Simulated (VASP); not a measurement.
Shape and ions are relaxed at each volume.

Energy against volume of Mg3Sb2 (a-la2o3). Computed with PBE GGA with D4 dispersion, VASP's PBE PAW potentials (set 64) (plane waves; VASP).

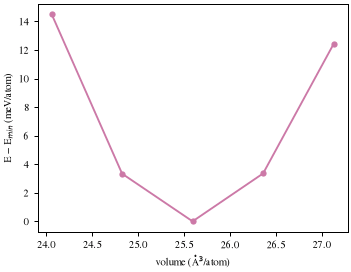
Figure: Energy against volume

Problem. Estimate the equilibrium volume and the bulk modulus.

Solution. The minimum lies near 25.6 Å³/atom, and the curvature gives B0 of about 47 GPa.

The compound is Mg3Sb2 in the a-la2o3 structure. It was relaxed first.
